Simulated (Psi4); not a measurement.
# UCCSD/def2-TZVP run of BCl2 (SMILES Cl[B]Cl)

Aim: the vertical ionisation energy of BCl2 at UCCSD/def2-TZVP, from 2 runs. 

The calculation is run with Psi4 1.11.

### Step 1. Starting point

The species is BCl2 (3 atoms), meant as a doublet with charge 0. As SMILES, `Cl[B]Cl`. The shape is that of a PBE0-D4/def2-TZVP optimisation.

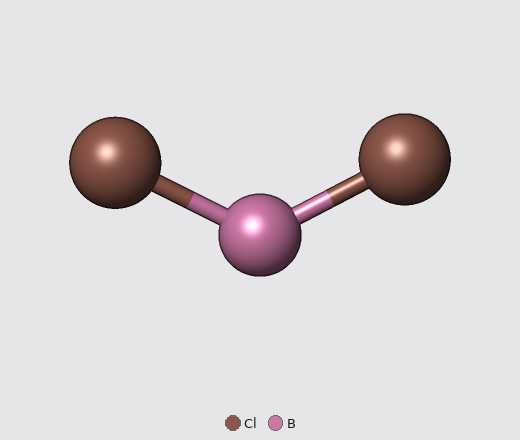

The structure, seen from a chosen angle (chlorine brown, boron pink).

### Step 2. The energy at UCCSD/def2-TZVP

Input file run.py:

```python
import psi4

psi4.set_memory('1600 MB')
psi4.set_num_threads(1)
psi4.set_output_file('bcl2.out', False)

mol = psi4.geometry("""
0 2
Cl     0.70203326    -2.88296618     0.05669178
B     -0.87664395    -0.09505322    -0.48547064
Cl     0.15401268     2.85556515     0.40383447
units bohr
symmetry c1
""")

psi4.set_options({
    'basis': 'def2-TZVP',
    'reference': 'uhf',
    'puream': True,
    'e_convergence': 1e-09,
    'd_convergence': 1e-08,
    'scf_type': 'pk',
    'num_frozen_docc': 11,
    'maxiter': 100,
})

e, wfn = psi4.energy('ccsd', molecule=mol, return_wfn=True)
print(f'total energy {e:.8f} hartree = {e * 27.211386:.5f} eV')
```

Launch:

```
python run.py
```

bcl2.out:

```text
[...]
  Running in c1 symmetry.
[...]
  Nuclear repulsion =  102.359078380213518
[...]
  Multiplicity = 2
[...]
  Nalpha       = 20
  Nbeta        = 19
[...]
    Number of basis functions: 105
[...]
   @UHF iter   1:  -943.70815132448013   -3.06050e-01   2.22250e-03 ADIIS/DIIS
[...]
   @UHF iter  13:  -943.73492772705902   -4.54747e-12   3.34215e-09 DIIS
[...]
   @S^2 Observed:                7.558114563E-01
[...]
    Orbital Energies [Eh]
    ---------------------
    Alpha Occupied:
       1A   -104.858700     2A   -104.858692     3A    -10.588641
       4A    -10.588629     5A     -8.056636     6A     -8.056627
       7A     -8.053985     8A     -8.053975     9A     -8.053662
      10A     -8.053653    11A     -7.737760    12A     -1.164116
      13A     -1.123997    14A     -0.699892    15A     -0.598267
      16A     -0.561859    17A     -0.533025    18A     -0.480985
      19A     -0.478417    20A     -0.362894
    Alpha Virtual:
      21A      0.061163    22A      0.147069    23A      0.182677
      24A      0.185889    25A      0.214592    26A      0.236602
[...]
  @UHF Final Energy:  -943.73492772705902
   => Energetics <=
    Nuclear Repulsion Energy =            102.3590783802135178
    One-Electron Energy =               -1506.7782342232885640
    Two-Electron Energy =                 460.6842281160160155
    Total Energy =                       -943.7349277270590164
  UHF NO Occupations:
  HONO-2 :   18  A 1.9993052
  HONO-1 :   19  A 1.9984838
[...]
 Multipole Moments:
 ------------------------------------------------------------------------------------
     Multipole            Electronic (a.u.)      Nuclear  (a.u.)        Total (a.u.)
 ------------------------------------------------------------------------------------
 L = 1.  Multiply by 2.5417464519 to convert [e a0] to [Debye]
 Dipole X            :         -0.4601343            0.4527417           -0.0073926
 Dipole Y            :         -0.0253906            0.0248715           -0.0005191
 Dipole Z            :         -0.0000000           -0.0000000           -0.0000000
 Magnitude           :                                                    0.0074108
[...]
      * MP2 total energy                      = -944.175194893658727
[...]
      * CCSD total energy                     = -944.211649268016231
```

Standard output:

```text
total energy -944.21164927 hartree = -25693.30765 eV
```

Wall time 50 s (1 thread of Intel Xeon 6975P-C (Granite Rapids), shared host); peak memory 1 GiB.

### Step 3. The singlet cation

Input file job.dat:

```
memory 1600 mb

molecule system {
  1 1
  Cl     0.371500    -1.525600     0.030000
  B     -0.463900    -0.050300    -0.256900
  Cl     0.081500     1.511100     0.213700
  symmetry c1
}

set {
  puream true
  e_convergence 1e-09
  d_convergence 1e-08
  scf_type pk
  num_frozen_docc 11
}

energy("ccsd/def2-TZVP")
print_variables()
```

Launch:

```
psi4 -i job.dat -o job.out -n 1
```

job.out:

```text
[...]
  Running in c1 symmetry.
[...]
  Nuclear repulsion =  102.359078461763858
[...]
  Multiplicity = 1
[...]
  Nalpha       = 19
  Nbeta        = 19
[...]
    Number of basis functions: 105
[...]
   @RHF iter   1:  -943.34257791017694    5.95238e-02   3.15898e-03 DIIS/ADIIS
[...]
   @RHF iter  11:  -943.41335825685474   -2.51248e-11   7.82625e-09 DIIS
[...]
    Orbital Energies [Eh]
    ---------------------
    Doubly Occupied:
       1A   -105.134145     2A   -105.134137     3A    -10.859709
       4A    -10.859693     5A     -8.326056     6A     -8.326047
       7A     -8.324605     8A     -8.324595     9A     -8.324588
      10A     -8.324579    11A     -8.086217    12A     -1.415271
      13A     -1.375294    14A     -0.937039    15A     -0.847974
      16A     -0.782539    17A     -0.782536    18A     -0.725022
      19A     -0.714561
[...]
  @RHF Final Energy:  -943.41335825685474
   => Energetics <=
    Nuclear Repulsion Energy =            102.3590784617638576
    One-Electron Energy =               -1496.3356596933758738
    Two-Electron Energy =                 450.5632229747572524
    Total Energy =                       -943.4133582568547354
[...]
 Multipole Moments:
 ------------------------------------------------------------------------------------
     Multipole            Electronic (a.u.)      Nuclear  (a.u.)        Total (a.u.)
 ------------------------------------------------------------------------------------
 L = 1.  Multiply by 2.5417464519 to convert [e a0] to [Debye]
 Dipole X            :         -1.3264610            0.4527417           -0.8737193
 Dipole Y            :         -0.0729578            0.0248715           -0.0480863
 Dipole Z            :         -0.0000000           -0.0000000           -0.0000000
 Magnitude           :                                                    0.8750415
[...]
      * MP2 total energy                      = -943.857752081425588
[...]
      * CCSD total energy                     = -943.890770364370155
[...]
```

Wall time 20 s (1 thread of Intel Xeon 6975P-C (Granite Rapids), shared host); peak memory 1 GiB.

### Step 4. Outcome

Level: UCCSD/def2-TZVP, 11 core orbitals frozen.

| quantity | value |
| --- | --- |
| doublet BCl2: total energy | -944.21165 Eh |
| doublet BCl2: HOMO energy (Hartree–Fock orbitals) (highest over α and β) | -9.87 eV |
| doublet BCl2: LUMO energy (Hartree–Fock orbitals) (lowest over α and β) | 1.66 eV |
| doublet BCl2: correlation energy (11 core orbitals frozen) | -476.7 mEh |
| doublet BCl2: ⟨S²⟩ of the reference determinant | 0.756 |
| doublet BCl2: T1 diagnostic | 0.021 |
| singlet cation: total energy | -943.89077 Eh |
| singlet cation: HOMO energy (Hartree–Fock orbitals) | -19.44 eV |
| singlet cation: LUMO energy (Hartree–Fock orbitals) | -7.46 eV |
| singlet cation: HOMO–LUMO gap (Hartree–Fock orbitals) | 11.99 eV |
| singlet cation: correlation energy (11 core orbitals frozen) | -477.4 mEh |
| singlet cation: T1 diagnostic | 0.020 |
| vertical ionisation energy (to the singlet cation) | 8.732 eV |

In words: The vertical ionisation energy comes to 8.73 eV (842 kJ/mol). Only the singlet of the ionised species was computed; a triplet could lie lower. The T1 diagnostic (singlet cation) of 0.020 is above the customary mark for such species, so a single reference may not serve.
